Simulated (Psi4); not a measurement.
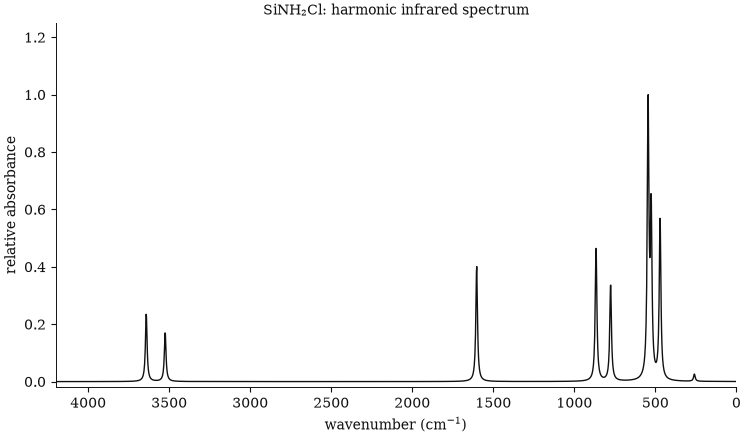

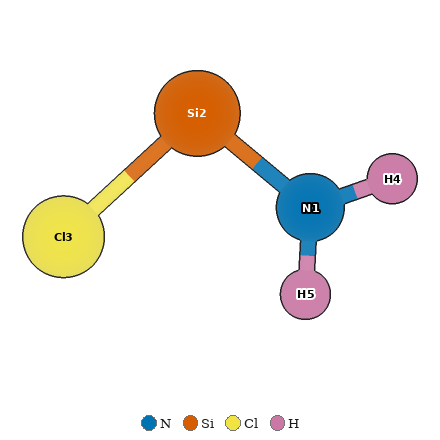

Infrared spectrum of SiNH₂Cl, SMILES N[Si]Cl. Unscaled harmonic wavenumbers and double-harmonic intensities, r2SCAN/6-31G(d), Psi4 1.11, at a geometry relaxed at this level, isolated molecule. Lorentzian lines of 12 cm⁻¹ full width. Close modes add up in the curve.

Question: Which is the highest mode?

Answer: 3641.7 cm⁻¹ (38.8 km/mol).

Question: List the modes.

Answer:
| cm⁻¹ | km/mol |
| --- | --- |
| 259.5 | 4.1 |
| 471.1 | 92.2 |
| 526.2 | 93.2 |
| 545.1 | 156.9 |
| 776.4 | 56.0 |
| 866.2 | 77.8 |
| 1602.9 | 66.2 |
| 3524.9 | 28.3 |
| 3641.7 | 38.8 |

Caveats: closed-shell singlet; other spin states weren't compared here; double-zeta basis.
